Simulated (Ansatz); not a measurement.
Process, species as SMILES: CCl (CH3-Cl) + [H][H] (H2) → C (CH4) + Cl (HCl)
B3LYP-D3(BJ)/def2-TZVP geometries, fixed; electronic energies without zero-point terms.

Basis-set convergence of the energy of full hydrogenation at PBE0 with Ansatz (a program for electronic structure). All functions are spherical. The program fits the integrals of some runs and decomposes those of others, by size. No added dispersion term, no relativity. Functions are those of the species that has most. Reference: the value in pcseg-4, -22.90 kcal/mol. Deviations are taken from unrounded values.

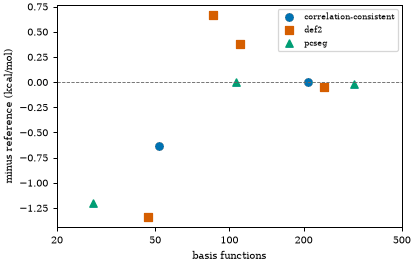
Figure: Deviation from the reference against the number of basis functions, by family of sets.

| basis | functions | energy of full hydrogenation (kcal/mol) | minus reference (kcal/mol) |
|---|---|---|---|
| pcseg-0 | 28 | -24.10 | -1.20 |
| def2-SVP | 47 | -24.24 | -1.34 |
| cc-pV(D+d)Z | 52 | -23.54 | -0.64 |
| def2-TZVP | 86 | -22.23 | 0.67 |
| pcseg-2 | 106 | -22.90 | 0.00 |
| def2-TZVPD | 110 | -22.52 | 0.38 |
| cc-pV(Q+d)Z | 209 | -22.90 | 0.00 |
| def2-QZVPPD | 241 | -22.95 | -0.05 |
| aug-pcseg-3 | 321 | -22.91 | -0.02 |
